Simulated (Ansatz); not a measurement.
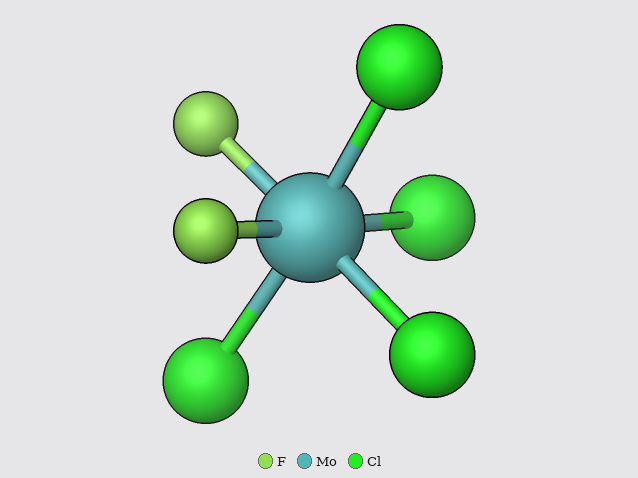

Charge 0, singlet. The geometry was computed by an optimisation with PBE0-D4/def2-TZVP.

Question: What is the coordination number of the metal, and which atoms bind to it?

Answer: Mo binds 6 atoms: 2 F at 1.84 Å, 4 Cl at 2.26 Å. The arrangement is octahedral.

Question: What are the formal oxidation state of the metal and its number of d electrons?

Answer: Mo(VI), d⁰, counting the ligands as closed-shell ions or neutral donors.
